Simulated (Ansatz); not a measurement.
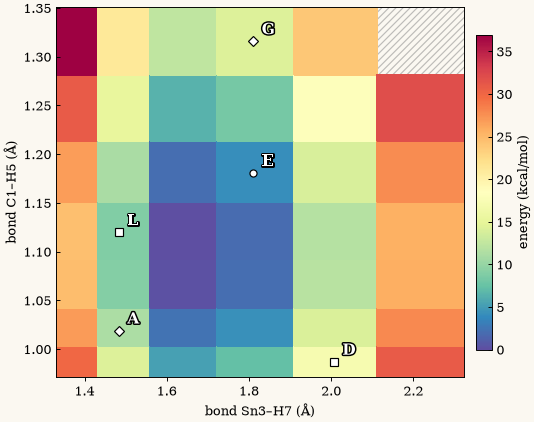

C2H5Sn, SMILES C=[C+][SnH3], charge +1. Two internal coordinates are moved rigidly from the geometry relaxed at PBE0-D4/def2-TZVP, all others fixed. The first coordinate is: bond Sn3–H7; the second: bond C1–H5. The grid has 6 × 7 points. At 1 point there is no value. Points are written as (first, second). Energies are in kcal/mol, from the lowest grid point. Computed with RKS PBE0-D4/def2-TZVPP (Ansatz).

Drawn: one coloured cell a grid point, hatched blanks where no value was computed, lettered points.

Q: Is E the lowest point of the computed grid?

A: No. E lies 4.1 kcal/mol above the lowest grid point, which is at (1.635 Å, 1.120 Å).

Q: Rank the lettered points by energy, lowest first.

A: E (4.1 kcal/mol), L (8.9 kcal/mol), A (11.2 kcal/mol), G (14.3 kcal/mol), D (17.1 kcal/mol).
